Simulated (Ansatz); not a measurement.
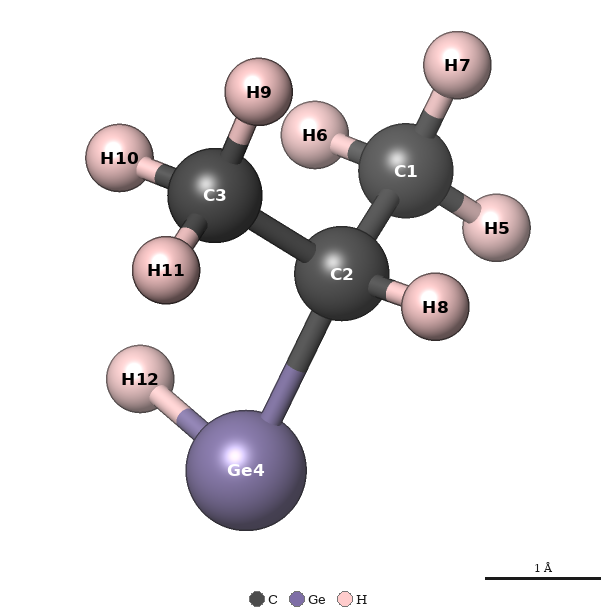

The geometry was computed by an optimisation with PBE-D4/def2-SVP. No frequency run is at hand to confirm it as a minimum.

What is the geometry at C2?

C2 has 4 neighbours (C1 at 1.53, C3 at 1.54, Ge4 at 2.03, H8 at 1.11 Å); the arrangement is tetrahedral.

Describe the coordination of atom 1.

C1 has 4 neighbours (C2 at 1.53, H5 at 1.11, H6 at 1.11, H7 at 1.11 Å); the arrangement is tetrahedral.

How are the neighbours of atom 4 arranged?

Ge4 has 2 neighbours (C2 at 2.03, H12 at 1.62 Å); the arrangement is bent.

Describe the coordination of atom 3.

C3 has 4 neighbours (C2 at 1.54, H9 at 1.11, H10 at 1.11, H11 at 1.11 Å); the arrangement is tetrahedral.
